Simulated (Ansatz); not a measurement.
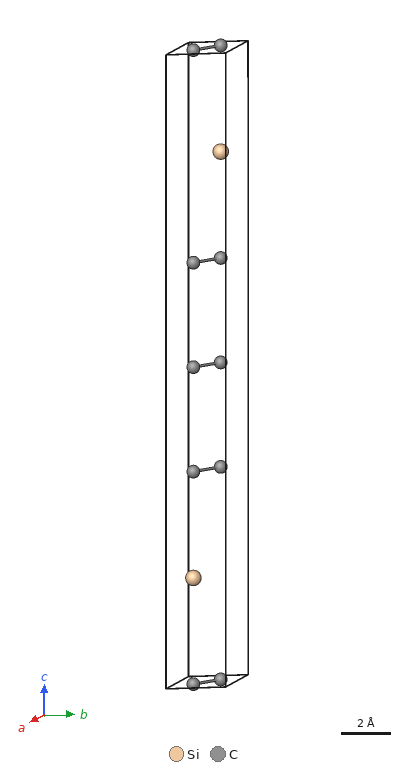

Structure drawing (ball-and-stick), viewed slightly off an axis. The frame is the simulation cell; atoms at its boundary are shown with their periodic copies.

Input deck:
```yaml
crystal:
  lattice:
    - [2.4699213893, 0.0, 0.0]
    - [-1.2349606946, 2.1390146685, 0.0]
    - [0.0, 0.0, 26.6549213002]
  atoms:
    - { symbol: Si, position: [0.6666666667, 0.3333333333, 0.1674906007] }
    - { symbol: Si, position: [0.3333333333, 0.6666666667, 0.8325093993] }
    - { symbol: C, position: [0.6666666667, 0.3333333333, 8.05e-07] }
    - { symbol: C, position: [0.6666666667, 0.3333333333, 0.3352341532] }
    - { symbol: C, position: [0.6666666667, 0.3333333333, 0.4999999032] }
    - { symbol: C, position: [0.6666666667, 0.3333333333, 0.6647612476] }
    - { symbol: C, position: [0.3333333333, 0.6666666667, 0.999999195] }
    - { symbol: C, position: [0.3333333333, 0.6666666667, 0.3352387524] }
    - { symbol: C, position: [0.3333333333, 0.6666666667, 0.5000000968] }
    - { symbol: C, position: [0.3333333333, 0.6666666667, 0.6647658468] }
basis:
  ecutwfc: 420
kpoints:
  mp_grid: { grid: [18, 18, 2] }
  band_path:
    path:
      - [[0.0, 0.0, 0.0], [0.5, 0.0, 0.0], [0.33333333, 0.33333333, 0.0], [0.0, 0.0, 0.0], [0.0, 0.0, 0.5], [0.5, 0.0, 0.5], [0.33333333, 0.33333333, 0.5], [0.0, 0.0, 0.5]]
      - [[0.5, 0.0, 0.5], [0.5, 0.0, 0.0]]
      - [[0.33333333, 0.33333333, 0.5], [0.33333333, 0.33333333, 0.0]]
    npoints: 14
hamiltonian:
  xc: pbe
scf:
  occupations: { method: gaussian, width: 0.1 }
  n_extra_bands: 25
output:
  forces: true
  stress: true
  eigenvalues: true
  populations: true
  dos: { projected: true, de: 0.02, nscf_kmesh: { grid: [22, 22, 3] } }
  bader: true
  write_density: true
  write_potential: true
  elf: true
  volumetric_format: npy
```
Run as:
```sh
ansatz run input.yaml --threads 1 --pin off --max-ram 2560MiB --backend cpu --events-out ev --progress --plain --runs-dir out
```

Electronic-structure method: DFT PBE, scalar-relativistic, plane waves, PAW in Ansatz. Parameters: wavefunction cutoff 420 eV, k-points on an 18×18×2 grid, Gaussian smearing of 0.1 eV, no spin polarisation.

Q: List the Bader charges.

A: Si 0.00 e; C 0.00 e. Little charge moves, as in a metallic or covalent solid.

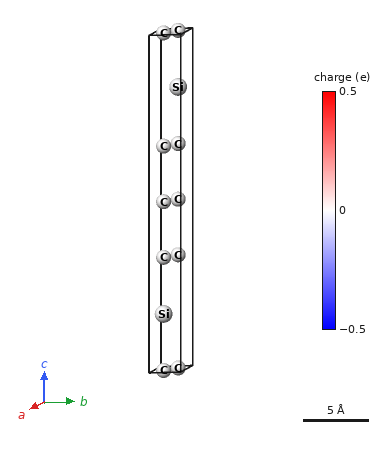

The atoms coloured by those charges.

Origin of the cell: a structure type filled with these elements by a generator (whether the compound takes this form wasn't checked). Earlier steps of the study may have refined or changed the cell and positions. It was run through Ansatz as a DFT input.
